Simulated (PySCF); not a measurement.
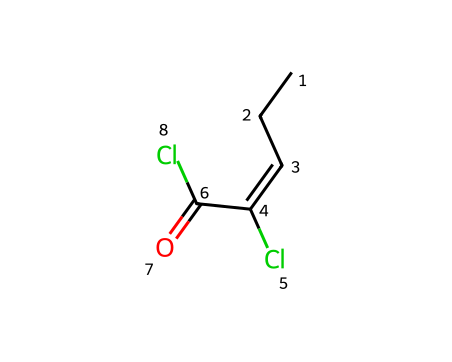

Skeletal drawing with numbered atoms; wedges and dashes mark any stereocentres. The configuration is that of a computed structure (GFN2-xTB).

What are the Cahn–Ingold–Prelog descriptors?

C3=C4: E.
